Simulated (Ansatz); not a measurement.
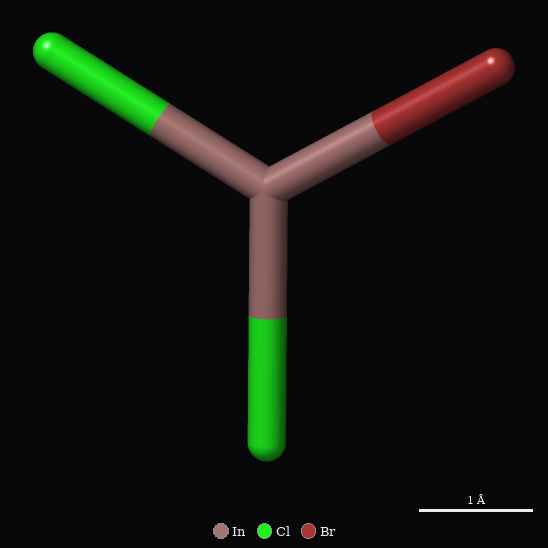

The picture shows a molecular structure as a stick model.

The computed structure is the end point of a PBE0-D4/def2-TZVP optimisation.

Identify the structure.

The molecule is InBrCl2. This geometry has C2v symmetry. All atoms lie on one plane. Coordination: 1 In trigonal planar.

More results for the same structure follow; atom numbers are the same in all pictures, views and colours differ.

**Geometry**

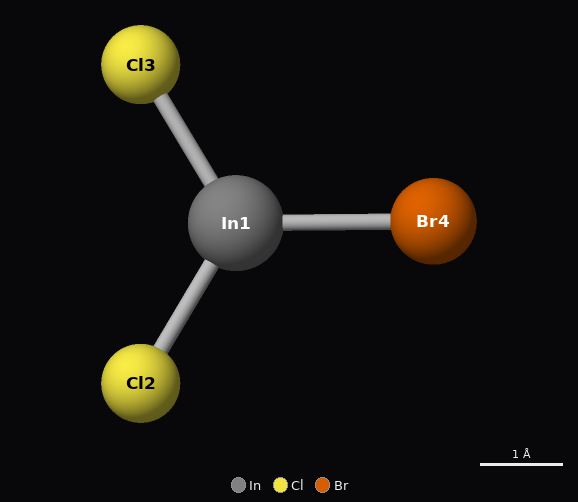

Numbered structure.

What are the angles Cl2–In1–Cl3, Cl2–In1–Br4?

| angle | degrees |
| --- | --- |
| Cl2–In1–Cl3 | 118.8 |
| Cl2–In1–Br4 | 120.6 |

**Electronic properties**

Properties computed with RKS PBE0-D4/def2-TZVP, core potentials on In (Ansatz 0.2.0).

What is the harmonic zero-point energy?

7.7 kJ/mol.

Give the dipole moment at this level.

0.47 D.

**Vibrations**

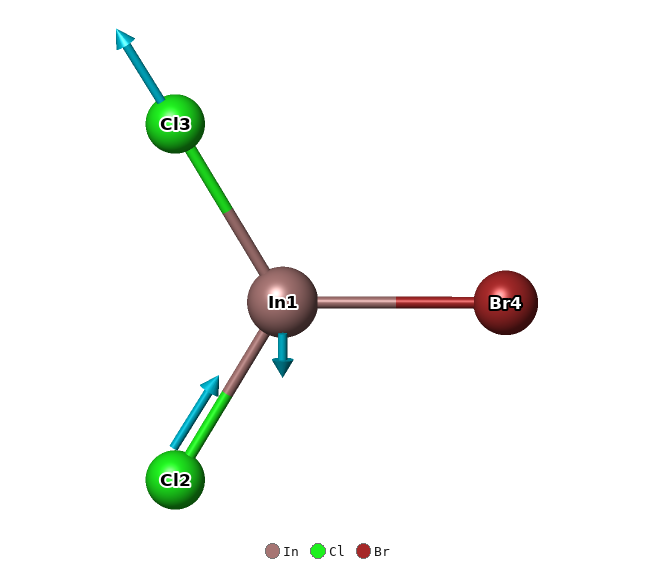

The arrows show one normal mode. Harmonic vibrations computed with RKS PBE0-D4/def2-TZVP, core potentials on In (Ansatz 0.2.0) at a stationary point of the same level.

Describe the motion.

Mostly out-of-phase stretching of 2 In–Cl bonds.

Estimate its harmonic wavenumber.

395 cm⁻¹; it is mode 6 of 6 counted from the lowest.

**Charges**

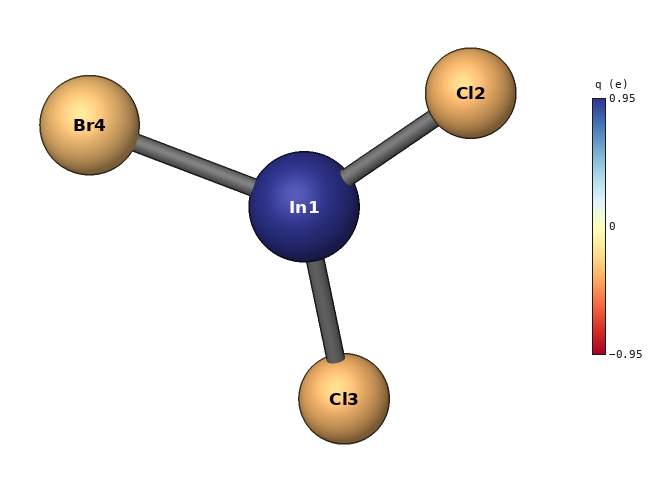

Atoms are coloured by their Mulliken charges. Properties computed with RKS PBE0-D4/def2-TZVP, core potentials on In (Ansatz 0.2.0).

List the Mulliken charges.

| atom | value (e) |
| --- | --- |
| In1 | 0.95 |
| Cl2 | −0.33 |
| Cl3 | −0.33 |
| Br4 | −0.29 |

**Thermal motion**

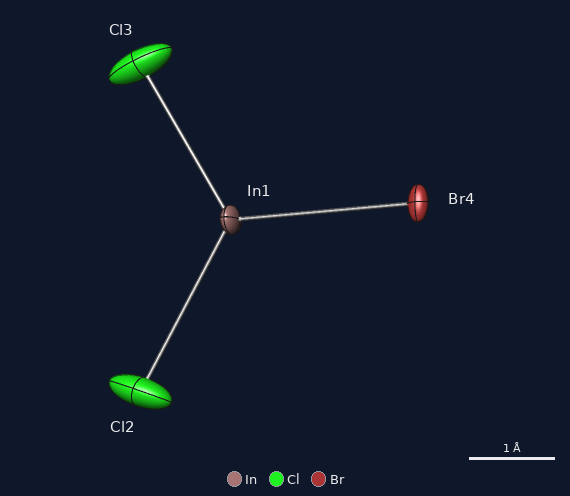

Displacement ellipsoids at the 50 % level, enlarged 1.5 times, from the internal vibrations of the free molecule (harmonic, no overall translation or rotation; no half-axis is drawn under 0.075 Å). Vibrations computed with RKS PBE0-D4/def2-TZVP, core potentials on In (Ansatz 0.2.0). Temperature: 600 K.

Which atom moves most?

Cl2, Cl3, with U_eq = 0.0165 Å².

List U_eq and the three principal root-mean-square amplitudes for each kind of atom.

```csv
atom,U_eq (Å²),rms amplitudes (Å)
In1,0.0052,"0.049, 0.076, 0.086"
"Cl2, Cl3",0.0165,"0.076, 0.094, 0.187"
Br4,0.0049,"0.040, 0.057, 0.099"
```

Mulliken values depend strongly on the basis set and can even reverse the polarity of a bond.
